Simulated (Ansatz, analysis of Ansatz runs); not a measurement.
**CsLi2Cl3 (Immm), nudged elastic band: V_Cl hop (3.8 Å) (q = 0)**

Wanted: path and barrier of a jump of Cl in CsLi2Cl3 (Immm) at charge 0. The case: V_Cl hop (3.8 Å), in a cell of 72 host atoms with 1 Cl taken out.

Main program and level: Ansatz 0.2.0; plane-wave PAW DFT, PBEsol; nudged elastic band between two relaxed defect structures.

### 1. Set-up

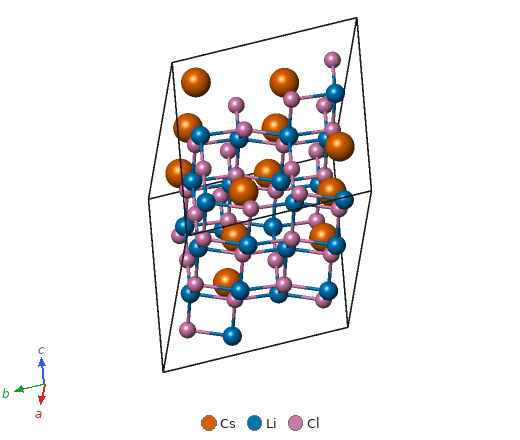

Start, viewed from a free direction; caesium orange, lithium blue, chlorine pink.

The cell holds 71 atoms: 12 Cs, 24 Li and 35 Cl. Its edges and angles: a = 13.503 Å, b = 11.191 Å, c = 12.249 Å, α = 90.0°, β = 90.0°, γ = 66.3°. It derives from CsLi2Cl3 (space group Immm). Nearest the centre at fractional (0.208, 0.875, 0.614): Li12 at 1.60 Å, Cl19 at 1.89 Å, Cs24 at 2.94 Å, Cs1 at 2.94 Å, Cl14 at 3.23 Å, Cl37 at 3.23 Å, Li28 at 3.51 Å, Li5 at 3.51 Å.

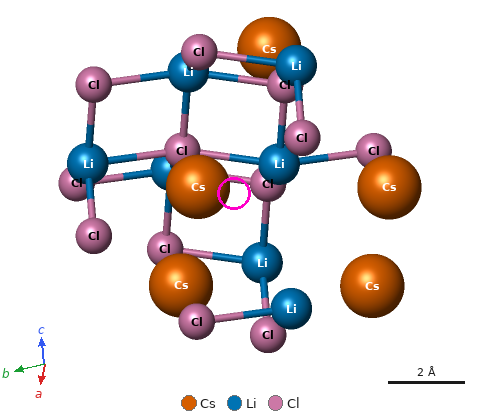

The atoms within 5 Å of the centre. A ring marks the middle of the ideal hop wherever no atom is near it.

The cell's shortest repeat is 11.2 Å.

### 2. Relaxation of the start point, charge 0

The ends come first: from an unrelaxed start the top is counted from too high an energy, and the barrier comes out too low. Small random displacements break the symmetry of the ideal sites, so that the defect can distort if it gains by it. The cell holds an odd number of electrons, so the run is spin-polarised with the moment held at 1 μB.

Input file q0_M1.start/input.yaml:

```yaml
crystal:
  lattice:
    - [13.50322694, 0.0, 0.0]
    - [4.50107565, 10.24633985, 0.0]
    - [0.0, 0.0, 12.2489163]
  atoms:
    - { symbol: Cs, position: [0.0, 0.0, 0.5] }
    - { symbol: Cs, position: [0.08333333, 0.25, 0.0] }
    - { symbol: Cs, position: [0.16666667, 0.5, 0.5] }
    - { symbol: Cs, position: [0.25, 0.75, 0.0] }
    - { symbol: Li, position: [0.0, 0.0, 0.80716509] }
    - { symbol: Li, position: [0.08333333, 0.25, 0.30716509] }
    - { symbol: Li, position: [0.16666667, 0.5, 0.80716509] }
    - { symbol: Li, position: [0.25, 0.75, 0.30716509] }
    - { symbol: Li, position: [0.0, 0.0, 0.19283491] }
    - { symbol: Li, position: [0.08333333, 0.25, 0.69283491] }
    - { symbol: Li, position: [0.16666667, 0.5, 0.19283491] }
    - { symbol: Li, position: [0.25, 0.75, 0.69283491] }
    - { symbol: Cl, position: [0.0, 0.5, 0.27206984] }
    - { symbol: Cl, position: [0.08333333, 0.75, 0.77206984] }
    - { symbol: Cl, position: [0.16666667, 0.0, 0.27206984] }
    - { symbol: Cl, position: [0.25, 0.25, 0.77206984] }
    - { symbol: Cl, position: [0.0, 0.5, 0.72793016] }
    - { symbol: Cl, position: [0.08333333, 0.75, 0.22793016] }
    - { symbol: Cl, position: [0.16666667, 0.0, 0.72793016] }
    - { symbol: Cl, position: [0.25, 0.25, 0.22793016] }
    - { symbol: Cl, position: [0.0, 0.0, 0.0] }
    - { symbol: Cl, position: [0.08333333, 0.25, 0.5] }
    - { symbol: Cl, position: [0.16666667, 0.5, 0.0] }
    - { symbol: Cs, position: [0.33333333, 0.0, 0.5] }
    - { symbol: Cs, position: [0.41666667, 0.25, 0.0] }
    - { symbol: Cs, position: [0.5, 0.5, 0.5] }
    - { symbol: Cs, position: [0.58333333, 0.75, 0.0] }
    - { symbol: Li, position: [0.33333333, 0.0, 0.80716509] }
    - { symbol: Li, position: [0.41666667, 0.25, 0.30716509] }
    - { symbol: Li, position: [0.5, 0.5, 0.80716509] }
    - { symbol: Li, position: [0.58333333, 0.75, 0.30716509] }
    - { symbol: Li, position: [0.33333333, 0.0, 0.19283491] }
    - { symbol: Li, position: [0.41666667, 0.25, 0.69283491] }
    - { symbol: Li, position: [0.5, 0.5, 0.19283491] }
    - { symbol: Li, position: [0.58333333, 0.75, 0.69283491] }
    - { symbol: Cl, position: [0.33333333, 0.5, 0.27206984] }
    - { symbol: Cl, position: [0.41666667, 0.75, 0.77206984] }
    - { symbol: Cl, position: [0.5, 0.0, 0.27206984] }
    - { symbol: Cl, position: [0.58333333, 0.25, 0.77206984] }
    - { symbol: Cl, position: [0.33333333, 0.5, 0.72793016] }
    - { symbol: Cl, position: [0.41666667, 0.75, 0.22793016] }
    - { symbol: Cl, position: [0.5, 0.0, 0.72793016] }
    - { symbol: Cl, position: [0.58333333, 0.25, 0.22793016] }
    - { symbol: Cl, position: [0.33333333, 0.0, 0.0] }
    - { symbol: Cl, position: [0.41666667, 0.25, 0.5] }
    - { symbol: Cl, position: [0.5, 0.5, 0.0] }
    - { symbol: Cl, position: [0.58333333, 0.75, 0.5] }
    - { symbol: Cs, position: [0.66666667, 0.0, 0.5] }
    - { symbol: Cs, position: [0.75, 0.25, 0.0] }
    - { symbol: Cs, position: [0.83333333, 0.5, 0.5] }
    - { symbol: Cs, position: [0.91666667, 0.75, 0.0] }
    - { symbol: Li, position: [0.66666667, 0.0, 0.80716509] }
    - { symbol: Li, position: [0.75, 0.25, 0.30716509] }
    - { symbol: Li, position: [0.83333333, 0.5, 0.80716509] }
    - { symbol: Li, position: [0.91666667, 0.75, 0.30716509] }
    - { symbol: Li, position: [0.66666667, 0.0, 0.19283491] }
    - { symbol: Li, position: [0.75, 0.25, 0.69283491] }
    - { symbol: Li, position: [0.83333333, 0.5, 0.19283491] }
    - { symbol: Li, position: [0.91666667, 0.75, 0.69283491] }
    - { symbol: Cl, position: [0.66666667, 0.5, 0.27206984] }
    - { symbol: Cl, position: [0.75, 0.75, 0.77206984] }
    - { symbol: Cl, position: [0.83333333, 0.0, 0.27206984] }
    - { symbol: Cl, position: [0.91666667, 0.25, 0.77206984] }
    - { symbol: Cl, position: [0.66666667, 0.5, 0.72793016] }
    - { symbol: Cl, position: [0.75, 0.75, 0.22793016] }
    - { symbol: Cl, position: [0.83333333, 0.0, 0.72793016] }
    - { symbol: Cl, position: [0.91666667, 0.25, 0.22793016] }
    - { symbol: Cl, position: [0.66666667, 0.0, 0.0] }
    - { symbol: Cl, position: [0.75, 0.25, 0.5] }
    - { symbol: Cl, position: [0.83333333, 0.5, 0.0] }
    - { symbol: Cl, position: [0.91666667, 0.75, 0.5] }
basis:
  ecutwfc: 420
  xc_grid: 2
hamiltonian:
  xc: pbesol
kpoints:
  mp_grid: { grid: [1, 1, 1], shift: [0.25, 0.25, 0.25] }
magnetization:
  spin_polarized: true
  initial_magnetization: 1
  spin_locking: { lock_magnetization: hard }
scf:
  occupations: { method: fixed }
  max_iter: 150
output:
  forces: true
relax:
  f_tol: 0.02
  max_steps: 70
  random_displacement: { amplitude: 0.03, seed: 8995 }
```

The run is started by

```bash
$ ansatz run input.yaml --threads 32 --pin off --max-ram 84787MiB --backend cuda --events-out ev --progress --plain --runs-dir out --max-vram 78GiB
```

The log of the run:

```text
[...]
Engine: ansatz 0.2.0, aarch64-unknown-linux-gnu
[...]
Pseudopotential: Cs, paw, valence charge 9, recommended cutoff 420 eV (normal), Cs.paw.azcp
Pseudopotential: Li, paw, valence charge 3, recommended cutoff 420 eV (normal), Li.paw.azcp
Pseudopotential: Cl, paw, valence charge 7, recommended cutoff 420 eV (normal), Cl.paw.azcp
Functional definition: PBEsol
[...]
Crystal: 71 atoms, lattice volume = 1694.744 Å³
Basis set: ecut = 420 eV, 33169 PW (Γ), exchange–correlation on 192×150×180 points (8 copies of the dense FFT grid, shifted against one another)
Bands: 284, of which v1, the nominal top of the filled ones, is band 213 counted from 1 (212 counted from 0)
[...]
SCF iter   7: F=-109160.595534 eV  HF=-109160.595532 eV  |F-HF|=2.53e-6  |Δ(HF+E_count)|=   5.19e-6  Δρ=7.64e-6 (↑7.64e-6 ↓7.43e-6)  dr2=5.43e-6  dr2_m=2.46e-8  M=1.000 μB ∫|m|=1.018 μB  ethr=2.35e-9  [...]
SCF 1 converged in 7 iterations: F = -109160.595534 eV  dr2 = 5.43e-6
[...]
relax step   1: F+E_penalty+E_count = -109160.59553414 eV  Δ(F+E_penalty+E_count) = +0.000e0 eV  max|allowed force component| = 1.335e-1 eV/Å  Δτ_max = 0.0000 Å  (7 SCF iters, dr2 threshold 1.00e-5 eV [...]
[...]
SCF iter   1: F=—  HF=-109160.661345 eV  |F-HF|=—  |Δ(HF+E_count)|=         —  Δρ=7.84e-4 (↑7.39e-4 ↓7.84e-4)  dr2=4.94e-2  dr2_m=6.62e-5  M=1.000 μB ∫|m|=1.021 μB  β_m=0.30  ethr=9.47e-6  ⟨swp⟩=3.0   [...]
[...]
SCF 3 converged in 6 iterations: F = -109160.672873 eV  dr2 = 6.53e-8
[...]
relax step   3: F+E_penalty+E_count = -109160.67287278 eV  Δ(F+E_penalty+E_count) = -2.116e-2 eV  max|allowed force component| = 5.512e-3 eV/Å  Δτ_max = 0.0395 Å  (6 SCF iters, accepted)
SCF converged after 6 iterations
[...]
```

Wall time 3.2 s (1 × NVIDIA GB200 with 32 threads of Arm Neoverse V2, shared host); peak memory 1.4 GiB; 11 s of CPU time.

Relaxation path:

| step | energy less that of the first step (eV) | largest force component (eV/Å) |
| --- | --- | --- |
| 1 | 0.0000 | 0.1335 |
| 2 | -0.0562 | 0.0745 |
| 3 | -0.0773 | 0.0055 |

The atoms that moved most (Å, from the sites as typed, ahead of the random displacement):

| atom | dx | dy | dz | length |
| --- | --- | --- | --- | --- |
| Cl19 | 0.004 | -0.015 | -0.032 | 0.036 |
| Cl36 | -0.001 | 0.010 | 0.032 | 0.033 |
| Cl15 | 0.005 | -0.010 | 0.031 | 0.033 |
| Cs3 | 0.012 | 0.028 | 0.003 | 0.031 |
| Cs24 | -0.012 | -0.026 | 0.002 | 0.029 |
| Cl40 | -0.004 | 0.009 | -0.027 | 0.029 |
| Li12 | 0.001 | 0.002 | -0.028 | 0.028 |
| Li8 | 0.001 | -0.001 | 0.027 | 0.027 |

Neighbours of Cl19 at the end:

```
atom  distance (Å)
Li28         2.459
 Li5         2.465
Li12         2.580
Li10         2.615
Cl14         3.444
Cl37         3.445
Cl63         3.462
Cl16         3.467
```

Read from the output:

- free energy: -109160.6729 eV
- total moment: 1 μB
- integral of the absolute spin density: 1.017 μB
- spin contamination: 7.34e-4
- r.m.s. move of the farther half of the atoms: 0.006423 Å
- largest move from the ideal geometry of this structure, a common shift of the far atoms taken out: 0.03779 Å

The relaxation gained 0.077 eV and ended with a largest force component of 0.0055 eV/Å.

### 3. Relaxation of the end point, charge 0

The end point is relaxed in the same cell and settings, so that the two energies compare. Atoms more than 3.2 Å from the middle of the hop start where the first relaxation left them, the nearer ones on or close to their ideal places, with small random displacements.

Input file q0_M1.end/input.yaml:

```yaml
crystal:
  lattice:
    - [13.50322694, 0.0, 0.0]
    - [4.50107565, 10.24633985, 0.0]
    - [0.0, 0.0, 12.2489163]
  atoms:
    - { symbol: Cs, position: [0.0, 0.0, 0.5] }
    - { symbol: Cs, position: [0.08348486, 0.25038726, -3.887e-05] }
[... 2 atom lines left out ...]
    - { symbol: Li, position: [2.514e-05, 0.00038377, 0.80692596] }
[... 2 atom lines left out ...]
    - { symbol: Li, position: [0.25012808, 0.74989549, 0.30936825] }
[... 1 atom line left out ...]
    - { symbol: Li, position: [0.08345658, 0.25063331, 0.6923715] }
[... 1 atom line left out ...]
    - { symbol: Li, position: [0.25, 0.75, 0.69283491] }
[... 1 atom line left out ...]
    - { symbol: Cl, position: [0.08361959, 0.7501045, 0.77163168] }
[... 4 atom lines left out ...]
    - { symbol: Cl, position: [0.25, -0.25, 0.5] }
[... 2 atom lines left out ...]
    - { symbol: Cl, position: [0.08423321, 0.25020296, 0.49994304] }
[... 1 atom line left out ...]
    - { symbol: Cs, position: [0.33333333, 0.0, 0.5] }
[... 3 atom lines left out ...]
    - { symbol: Li, position: [0.33327582, 3.692e-05, 0.80697867] }
[... 8 atom lines left out ...]
    - { symbol: Cl, position: [0.41665183, 0.74946172, 0.77176783] }
[... 2 atom lines left out ...]
    - { symbol: Cl, position: [0.33282539, 0.50083431, 0.72567938] }
[... 30 atom lines left out ...]
    - { symbol: Cl, position: [0.91583561, 0.75054553, 0.500036] }
basis:
  ecutwfc: 420
  xc_grid: 2
hamiltonian:
  xc: pbesol
kpoints:
  mp_grid: { grid: [1, 1, 1], shift: [0.25, 0.25, 0.25] }
magnetization:
  spin_polarized: true
  initial_magnetization: 1
  spin_locking: { lock_magnetization: hard }
scf:
  occupations: { method: fixed }
  max_iter: 150
output:
  forces: true
relax:
  f_tol: 0.02
  max_steps: 70
  random_displacement: { amplitude: 0.01, seed: 8995 }
```

The log of the run:

```text
[...]
Crystal: 71 atoms, lattice volume = 1694.744 Å³
Basis set: ecut = 420 eV, 33169 PW (Γ), exchange–correlation on 192×150×180 points (8 copies of the dense FFT grid, shifted against one another)
Bands: 284, of which v1, the nominal top of the filled ones, is band 213 counted from 1 (212 counted from 0)
[...]
SCF iter   7: F=-109160.682058 eV  HF=-109160.682054 eV  |F-HF|=3.77e-6  |Δ(HF+E_count)|=   3.71e-5  Δρ=7.80e-6 (↑7.67e-6 ↓7.80e-6)  dr2=5.57e-6  dr2_m=3.36e-8  M=1.000 μB ∫|m|=1.021 μB  ethr=2.35e-9  [...]
SCF 1 converged in 7 iterations: F = -109160.682058 eV  dr2 = 5.57e-6
[...]
relax step   1: F+E_penalty+E_count = -109160.68205800 eV  Δ(F+E_penalty+E_count) = +0.000e0 eV  max|allowed force component| = 1.125e-1 eV/Å  Δτ_max = 0.0000 Å  (7 SCF iters, dr2 threshold 1.00e-5 eV [...]
[...]
SCF 4 converged in 6 iterations: F = -109160.716458 eV  dr2 = 2.27e-8
relax step   4: F+E_penalty+E_count = -109160.71645828 eV  Δ(F+E_penalty+E_count) = -2.898e-3 eV  max|allowed force component| = 1.659e-2 eV/Å  Δτ_max = 0.0227 Å  (6 SCF iters, accepted)
SCF converged after 6 iterations
[...]
```

Run time: 4.1 s. Hardware: 1 × NVIDIA GB200 with 32 threads; peak memory 1.4 GiB.

Relaxation path:

```csv
step,energy less that of the first step (eV),largest force component (eV/Å)
1,0.0000,0.1125
2,-0.0246,0.0501
3,-0.0315,0.0284
4,-0.0344,0.0166
```

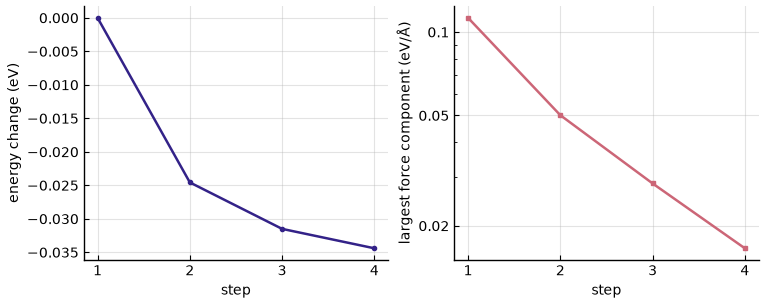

Energy and largest force along the relaxation.

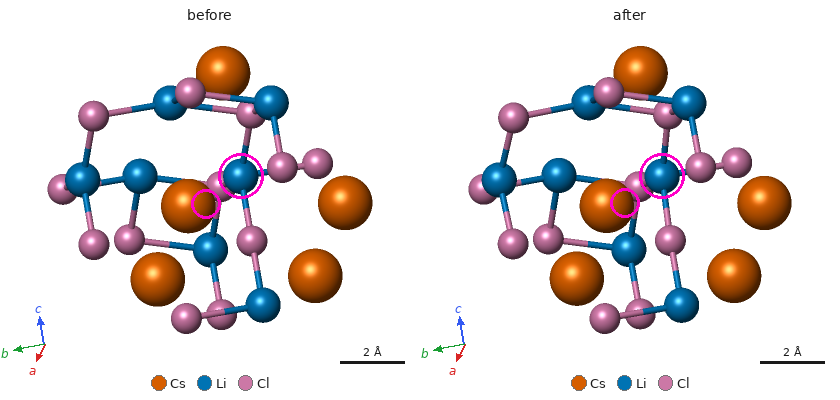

Before and after: the atoms that start within 5 Å of the centre. Li12, which moves most, is ringed if it is among them. A ring with no atom in it marks the middle of the ideal hop.

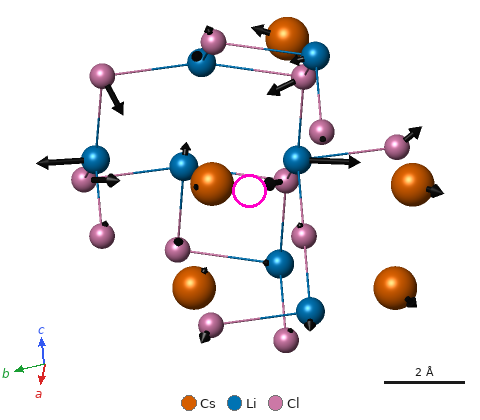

Displacements in the relaxation from the typed sites near the centre, exaggerated; the longest in the cell stands for 0.09 Å. A ring marks the middle of the ideal hop wherever no atom is near it.

The atoms that moved most (Å, from the sites as typed, ahead of the random displacement):

| atom | dx | dy | dz | length |
| --- | --- | --- | --- | --- |
| Li12 | -0.005 | -0.088 | -0.007 | 0.088 |
| Li10 | 0.002 | 0.083 | -0.005 | 0.083 |
| Cl16 | -0.032 | -0.043 | -0.024 | 0.059 |
| Cl63 | 0.030 | -0.028 | -0.042 | 0.059 |
| Cl37 | -0.031 | 0.035 | -0.029 | 0.055 |
| Cl14 | 0.029 | 0.046 | -0.008 | 0.055 |
| Cl44 | 0.040 | -0.002 | 0.017 | 0.043 |
| Cl21 | -0.040 | 0.005 | 0.013 | 0.042 |

Neighbours of Cl19 at the end:

```csv
atom,distance (Å)
Li12,2.349
Li8,2.368
Cs24,3.402
Cs1,3.408
Cs3,3.409
Cs26,3.418
Cl36,3.790
Cl15,3.790
Cl40,3.796
```

Read from the output:

```yaml
free_energy: -109160.7165 eV
total_moment: 1 μB
integral_of_the_absolute_spin_density: 1.023 μB
spin_contamination: 9.74e-4
r_m_s_move_of_the_farther_half_of_the_atoms: 0.01196 Å
largest_move_from_the_ideal_geometry_of_this_structure_a_common_shift_of_the_far_atoms_taken_out: 0.09136 Å
```

The relaxation gained 0.034 eV and ended with a largest force component of 0.017 eV/Å. The end lies 0.044 eV below the start.

(Continued in part 2 of 3.)

[Logs are printed without paths, hosts, clocks, repeated set-up lines and the standing remarks that a program may print on its own settings, such as how far it seeks lower states.]

[Hosts, paths, dates, database ids (printed as entryN), source tags and the programs' standing remarks are cut or masked in the printed files.]
